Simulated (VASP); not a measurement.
# Li2CoCl4: structure and properties in VASP, part 4 of 5

What structure and properties does r2SCAN give Li2CoCl4, and how near are they to the measured ones? The start is a computed cell from the Materials Project.

VASP 6.6.1, plane waves and PAW; the level of theory is named at each step.

Still holding for the runs below: The cell holds one magnetic atom, so no antiferromagnetic order fits into it. Experiment finds antiferromagnetic order in this phase (below 6.8 K, arxiv:2307.06899), so this ferromagnetic run describes another state.

So far, gap on the k-mesh (eV): step 2 (relaxing cell and atoms (r2SCAN)) 0.883; step 3 (second relaxation) 0.884. The relaxed cell has a, b, c = 7.156, 10.381, 3.516 Å (conventional setting).

## 6. Total and projected DOS (r2SCAN)

Level of this step: r2SCAN, spin-polarised from a ferromagnetic start; plane waves and PAW (Li_sv, Co, Cl) (VASP).

A density of states needs more k-points than a total energy; ISMEAR = -5 takes tetrahedra, and LORBIT projects the states on the PAW spheres. The mesh is finer than in the run before.

INCAR reads:

```
SYSTEM = Li2CoCl4
PREC = Accurate
ENCUT = 650
EDIFF = 1E-06
NELM = 100
ISMEAR = -5
SIGMA = 0.05
LREAL = .FALSE.
ALGO = Normal
METAGGA = R2SCAN
LASPH = .TRUE.
NBANDS = 45
ISPIN = 2
MAGMOM = -0 -0 2.613 0.116 0.034 0.116 0.034
LMAXMIX = 4
LORBIT = 11
LWAVE = .FALSE.
LCHARG = .FALSE.
KPAR = 4
NEDOS = 2001
```

POSCAR reads:

```
Li2CoCl4
1.0
    3.5778772720     -5.1907091362      0.0000000000
    3.5778772720      5.1907091362      0.0000000000
    0.0000000000      0.0000000000      3.5161483681
Li Co Cl
2 1 4
Direct
    0.5000000000      0.0000000000      0.5000000000
    0.0000000000      0.5000000000      0.5000000000
    0.0000000000      0.0000000000      0.0000000000
    0.7669242620      0.7669242620      0.5000000000
    0.7610210535      0.2389789465      0.0000000000
    0.2330757380      0.2330757380      0.5000000000
    0.2389789465      0.7610210535      0.0000000000
```

KPOINTS reads:

```
Automatic mesh
0
Gamma
6 6 9
0 0 0
```

PAW data sets: Li_sv, Co and Cl (PBE family, release 64).

Command:

```bash
> mpirun -np 4 vasp_std
```

The program printed:

```text
[... set-up lines as in an earlier step ...]
 entering main loop
       N       E                     dE             d eps       ncg     rms          rms(c)
DAV:   1     0.361307896528E+03    0.36131E+03   -0.19476E+04 11700   0.110E+03
DAV:   2    -0.115195410717E+02   -0.37283E+03   -0.33707E+03 12667   0.274E+02
DAV:   3    -0.586871265657E+02   -0.47168E+02   -0.46059E+02 14826   0.100E+02
DAV:   4    -0.637168826489E+02   -0.50298E+01   -0.49594E+01 21800   0.212E+01
DAV:   5    -0.638478199056E+02   -0.13094E+00   -0.13074E+00 15186   0.383E+00    0.145E+01
DAV:   6    -0.545209752639E+02    0.93268E+01   -0.25785E+01 15942   0.440E+01    0.243E+01
DAV:   7    -0.529793445674E+02    0.15416E+01   -0.53850E+00 15054   0.381E+01    0.899E+00
DAV:   8    -0.532371533487E+02   -0.25781E+00   -0.17689E+00 15012   0.583E+00    0.517E+00
DAV:   9    -0.532836747111E+02   -0.46521E-01   -0.26554E-01 16121   0.650E+00    0.244E+00
DAV:  10    -0.533579734857E+02   -0.74299E-01   -0.10803E-01 15829   0.342E+00    0.119E+00
DAV:  11    -0.533689289223E+02   -0.10955E-01   -0.13596E-02 16907   0.120E+00    0.474E-01
DAV:  12    -0.533713120807E+02   -0.23832E-02   -0.41795E-03 17747   0.621E-01    0.197E-01
DAV:  13    -0.533716091702E+02   -0.29709E-03   -0.10039E-03 17606   0.175E-01    0.121E-01
DAV:  14    -0.533715535313E+02    0.55639E-04   -0.28963E-04 15217   0.200E-01    0.601E-02
DAV:  15    -0.533715619139E+02   -0.83826E-05   -0.81073E-05 14244   0.588E-02    0.203E-02
DAV:  16    -0.533715522396E+02    0.96744E-05   -0.13094E-05 16246   0.216E-02    0.119E-02
DAV:  17    -0.533715484760E+02    0.37636E-05   -0.29865E-06 13372   0.155E-02    0.590E-03
DAV:  18    -0.533715494386E+02   -0.96261E-06   -0.68506E-07 11856   0.654E-03
   1 F= -.53371549E+02 E0= -.53371549E+02  d E =0.000000E+00  mag=     3.0001
```

It took 10 min on 4 MPI ranks of Intel Xeon 6975P-C (Granite Rapids), shared host; peak memory 3.5 GiB.

OUTCAR, selected parts (step 6):

```text
   k-points           NKPTS =     65   k-points in BZ     NKDIM =     65   number of bands    NBANDS=     45

   NELECT =      43.0000    total number of electrons

 E-fermi :   2.0532

 spin component 1
 k-point     1 :       0.0000    0.0000    0.0000
  band No.  band energies     occupation
    ...
     19       0.4579      1.00000
     20       0.6089      1.00000
     21       0.7807      1.00000
     22       1.3151      1.00000
     23       1.5448      1.00000
     24       6.9658      0.00000
     25       8.3449      0.00000
     26       8.4583      0.00000
     27       8.8203      0.00000
     28       9.9698      0.00000
    ...

 k-point     2 :       0.1667   -0.0000    0.0000
  band No.  band energies     occupation
    ...
     19       0.3876      1.00000
     20       0.6123      1.00000
     21       0.7585      1.00000
     22       1.3089      1.00000
     23       1.4846      1.00000
     24       7.2218      0.00000
     25       8.4578      0.00000
     26       8.7102      0.00000
     27       8.9550      0.00000
     28      10.1598      0.00000
    ...

  Total        0.0244635      0.0648903     -0.0099876      0.0000000      0.0000000      0.0000000
  in kB        0.3001099      0.7960518     -0.1225239      0.0000000      0.0000000      0.0000000
  external PRESSURE =       0.3245460 kB  Pullay stress =       0.0000000 kB

 POSITION                                       TOTAL-FORCE (eV/Angst)
 -----------------------------------------------------------------------------------
      1.78894     -2.59535      1.75807        -0.000000      0.000000     -0.000000
      1.78894      2.59535      1.75807        -0.000000      0.000000     -0.000000
      0.00000      0.00000      0.00000        -0.000000      0.000000     -0.000000
      5.48792      0.00000      1.75807         0.006271      0.000000     -0.000000
      3.57788     -2.70977      0.00000        -0.000000     -0.005760     -0.000000
      1.66783      0.00000      1.75807        -0.006271      0.000000     -0.000000
      3.57788      2.70977      0.00000        -0.000000      0.005760      0.000000
 -----------------------------------------------------------------------------------
    total drift:                               -0.000000     -0.000000      0.000000

  FREE ENERGIE OF THE ION-ELECTRON SYSTEM (eV)
  ---------------------------------------------------
  free  energy   TOTEN  =       -53.3715494386 eV

  energy  without entropy=      -53.3715494386  energy(sigma->0) =      -53.37154944

 magnetization (x)
# of ion       s       p       d       tot
------------------------------------------
    1       -0.000  -0.000   0.000  -0.000
    2       -0.000  -0.000   0.000  -0.000
    3        0.020   0.014   2.579   2.612
    4        0.008   0.108   0.000   0.116
    5        0.003   0.031   0.000   0.034
    6        0.008   0.108   0.000   0.116
    7        0.003   0.031   0.000   0.034
--------------------------------------------------
tot          0.042   0.291   2.579   2.911

[... 6 parts as in an earlier step ...]

[... 15 further parts left out ...]
```

This step gave:

```
SCF cycles                                        : 18
irreducible k-points                              : 65
free energy (TOTEN)                               : -53.3715 eV
Fermi energy                                      : 2.053 eV
pressure                                          : 0.03245 GPa
moment of the cell, from the last line of the log : 3.000 μB
conduction bottom at k                            : 0.5, 0.5, 0
least direct gap at k                             : 0.5, 0.5, 0
gap on the k-mesh                                 : 0.8831 eV
least direct gap on the k-mesh                    : 0.8831 eV
```

The density of states has structure finer than the step of the table below, so its rows give means over 2 eV, whole bins alone (the curve runs from -12.0 to 8.78 eV). Peaks (eV: height): total down -4.2: 5.59, -2.5: 9.18, -0.2: 8.60, 3.5: 7.90; total up -4.9: 7.01, -4.1: 5.40, -1.5: 8.04, -0.6: 5.61; Cl p up -2.8: 2.92, -2.3: 2.83, -1.4: 2.14, -0.6: 2.51; Cl p down -4.2: 2.83, -3.0: 2.74, -2.5: 5.59, -2.1: 2.99; Co d up -4.9: 3.64, -3.6: 2.43, -1.6: 2.92, -1.5: 5.23.

States under -12.0 eV and over 8.8 eV are left out. The density of states by energy, zero at the valence-band top; means over each step; 7 of 13 lines; values in states/eV/cell:

```
energy (eV)  total down  total up  Cl p up  Cl p down  Co d up  Co d down  Co p up
         -8           0         0        0          0        0          0        0
         -6      0.0450     0.445    0.164     0.0209    0.105     5.2e-4  0.00168
         -4        2.75      3.56     1.39       1.43     1.01      0.123   0.0431
         -2        3.19      3.80     1.80       2.01     1.04      0.133   0.0305
          0        1.07     0.677    0.307     0.0729    0.250      0.919   3.5e-4
          2       0.923         0        0     0.0873        0      0.757        0
          4       0.500    6.3e-5   4.4e-6     0.0434        0      0.410        0
          6       0.450     0.662   0.0761     0.0413  0.00194    0.00340   0.0104
```

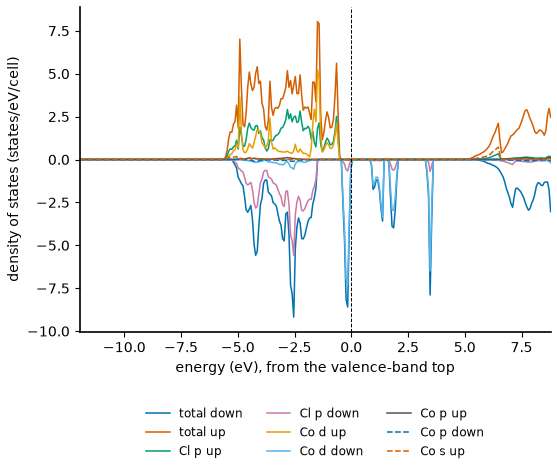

Density of states against energy. Down spins are drawn negative.

The gap on this mesh is 0.88 eV. In the top eV of the valence band the largest shares in the PAW spheres are Co d 65 % and Cl p 23 %. The rest lies in smaller channels or between the spheres.

## 7. Independent-particle dielectric function (r2SCAN)

LOPTICS sums transitions from filled to empty bands. NBANDS is raised for it.

INCAR: that of step 6 with these lines changed.

```diff
@@ -5,3 +5,3 @@
 NELM = 100
-ISMEAR = -5
+ISMEAR = 0
 SIGMA = 0.05
@@ -11,3 +11,3 @@
 LASPH = .TRUE.
-NBANDS = 45
+NBANDS = 77
 ISPIN = 2
@@ -19,2 +19,4 @@
 KPAR = 4
-NEDOS = 2001
+LOPTICS = .TRUE.
+NEDOS = 1500
+CSHIFT = 0.1
```

POSCAR is that of step 6.

KPOINTS is that of step 6.

Command:

```bash
> mpirun -np 4 vasp_std
```

The program printed:

```text
[... set-up lines as in an earlier step ...]
 entering main loop
       N       E                     dE             d eps       ncg     rms          rms(c)
DAV:   1     0.354953683564E+03    0.35495E+03   -0.16906E+04 20020   0.644E+02
DAV:   2    -0.122694565708E+02   -0.36722E+03   -0.32095E+03 22124   0.186E+02
DAV:   3    -0.594073395193E+02   -0.47138E+02   -0.44804E+02 23843   0.660E+01
DAV:   4    -0.637876649826E+02   -0.43803E+01   -0.42751E+01 34937   0.129E+01
DAV:   5    -0.638519475267E+02   -0.64283E-01   -0.64226E-01 25248   0.197E+00    0.145E+01
DAV:   6    -0.546277364390E+02    0.92242E+01   -0.15861E+01 27318   0.257E+01    0.244E+01
DAV:   7    -0.530109769013E+02    0.16168E+01   -0.36889E+00 26666   0.222E+01    0.896E+00
DAV:   8    -0.532045152687E+02   -0.19354E+00   -0.10846E+00 25464   0.342E+00    0.515E+00
DAV:   9    -0.533208249816E+02   -0.11631E+00   -0.28957E-01 25868   0.373E+00    0.238E+00
DAV:  10    -0.533621401814E+02   -0.41315E-01   -0.74028E-02 26059   0.173E+00    0.123E+00
DAV:  11    -0.533682034589E+02   -0.60633E-02   -0.94537E-03 29356   0.730E-01    0.497E-01
DAV:  12    -0.533713686746E+02   -0.31652E-02   -0.33160E-03 29352   0.369E-01    0.206E-01
DAV:  13    -0.533716380983E+02   -0.26942E-03   -0.83877E-04 27939   0.106E-01    0.129E-01
DAV:  14    -0.533715444361E+02    0.93662E-04   -0.18102E-04 25416   0.138E-01    0.550E-02
DAV:  15    -0.533715570343E+02   -0.12598E-04   -0.74902E-05 24072   0.332E-02    0.194E-02
DAV:  16    -0.533715505031E+02    0.65312E-05   -0.81663E-06 25152   0.128E-02    0.125E-02
DAV:  17    -0.533715442881E+02    0.62150E-05   -0.18151E-06 23560   0.800E-03    0.732E-03
DAV:  18    -0.533715488629E+02   -0.45748E-05   -0.73116E-07 21408   0.623E-03    0.252E-03
DAV:  19    -0.533715479270E+02    0.93591E-06   -0.20544E-07 14683   0.271E-03
   1 F= -.53371548E+02 E0= -.53371548E+02  d E =-.341145E-12  mag=     3.0000
 optical routines
 imaginary and real dielectric function
 direction            1
 direction            2
 direction            3
```

The job ended after 20 min (4 MPI ranks; peak memory 8.4 GiB).

From OUTCAR (step 7):

```text
   k-points           NKPTS =     65   k-points in BZ     NKDIM =     65   number of bands    NBANDS=     77

   NELECT =      43.0000    total number of electrons

 E-fermi :   2.2502

 spin component 1
 k-point     1 :       0.0000    0.0000    0.0000
  band No.  band energies     occupation
    ...
     19       0.4579      1.00000
     20       0.6092      1.00000
     21       0.7808      1.00000
     22       1.3151      1.00000
     23       1.5449      1.00000
     24       6.9659      0.00000
     25       8.3450      0.00000
     26       8.4584      0.00000
     27       8.8203      0.00000
     28       9.9698      0.00000
    ...

 k-point     2 :       0.1667   -0.0000    0.0000
  band No.  band energies     occupation
    ...
     19       0.3876      1.00000
     20       0.6126      1.00000
     21       0.7586      1.00000
     22       1.3089      1.00000
     23       1.4847      1.00000
     24       7.2219      0.00000
     25       8.4579      0.00000
     26       8.7103      0.00000
     27       8.9550      0.00000
     28      10.1599      0.00000
    ...

  Total        0.0207236      0.0605772     -0.0136088      0.0000000      0.0000000      0.0000000
  in kB        0.2542298      0.7431393     -0.1669483      0.0000000      0.0000000      0.0000000
  external PRESSURE =       0.2768069 kB  Pullay stress =       0.0000000 kB

 POSITION                                       TOTAL-FORCE (eV/Angst)
 -----------------------------------------------------------------------------------
      1.78894     -2.59535      1.75807        -0.000000      0.000000      0.000000
      1.78894      2.59535      1.75807         0.000000      0.000000      0.000000
      0.00000      0.00000      0.00000         0.000000      0.000000      0.000000
      5.48792      0.00000      1.75807         0.005977      0.000000      0.000000
      3.57788     -2.70977      0.00000         0.000000     -0.005477      0.000000
      1.66783      0.00000      1.75807        -0.005977      0.000000     -0.000000
      3.57788      2.70977      0.00000         0.000000      0.005477     -0.000000
 -----------------------------------------------------------------------------------
    total drift:                               -0.000000     -0.000000      0.000000

  FREE ENERGIE OF THE ION-ELECTRON SYSTEM (eV)
  ---------------------------------------------------
  free  energy   TOTEN  =       -53.3715479270 eV

  energy  without entropy=      -53.3715479270  energy(sigma->0) =      -53.37154793

 plasma frequency squared (from intraband transitions) (eV^2)
  --------------------------------------------------------------------------------------
       0.000      -0.000       0.000
      -0.000       0.000       0.000
       0.000       0.000       0.000

[... 9 parts as in an earlier step ...]

[... 13 further parts left out ...]
```

These are independent-particle spectra without excitons or local fields, and fine structure depends on the mesh and on CSHIFT.

Numbers from this step:

* SCF cycles: 19
* bands: 77
* Fermi energy: 2.250 eV
* pressure: 0.02768 GPa
* moment of the cell, from the last line of the log: 3 μB
* gap on the k-mesh: 0.8837 eV
* least direct gap on the k-mesh: 0.8837 eV

The imaginary dielectric function has structure finer than the step of the table below, so its rows give means over 2 eV, whole bins alone (the curve runs from 0 to 24.9 eV). Peaks (eV: height): xx 4.4: 1.49, 11.1: 6.45; yy 6.1: 1.70, 10.4: 6.23; zz 4.0: 2.37, 11.1: 5.88.

The imaginary dielectric function by photon energy; means over each step:

```
photon energy (eV)      xx      yy     zz
                 2  0.0777  0.0228  0.153
                 4   0.907   0.133   1.42
                 6   0.728    1.07  0.714
                 8    1.97    2.27   2.15
                10    4.93    5.18   5.01
                12    4.89    4.46   4.70
                14    2.68    2.62   2.67
                16    1.14    1.22   1.18
                18   0.801   0.821  0.769
                20   0.671   0.663  0.614
                22   0.521   0.548  0.505
```

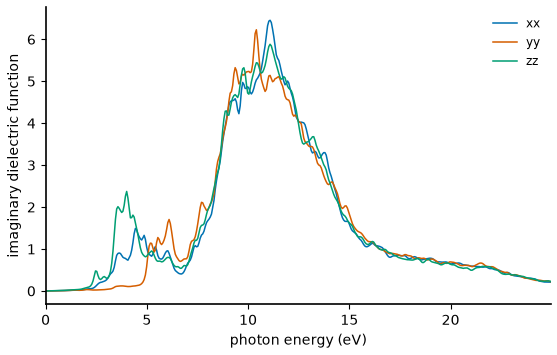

Imaginary dielectric function against photon energy.

Real dielectric function against photon energy:

```
photon energy (eV)      xx      yy        zz
               0.0    3.45    3.29      3.68
               2.5    3.85    3.47      4.14
               5.0    3.20    4.83      3.23
               7.5    4.84    5.24      4.95
              10.0    3.36    3.11      3.06
              12.5  -0.509  -0.416    -0.894
              15.0   -1.15   -1.11     -1.08
              17.5  -0.216  -0.229    -0.307
              20.0  0.0227  0.0521  -0.00948
              22.5  0.0425  0.0467    0.0464
```

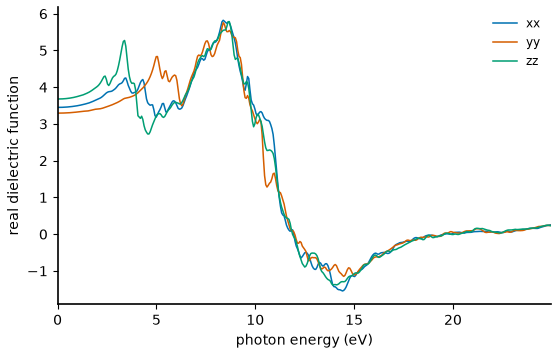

Real dielectric function, plotted against photon energy.

(Part 4 of 5 ends here.)

[Lines on the potential files, build, host, timing and source positions are cut from VASP's logs without a mark.]

[Logs are printed without paths, hosts, clocks, repeated set-up lines and the standing remarks that a program may print on its own settings, such as how far it seeks lower states.]

[Hosts, paths, dates, database ids (printed as entryN), source tags and the programs' standing remarks are cut or masked in the printed files.]

[A measured line is paired with the nearest computed mode of its activity, which favours agreement.]
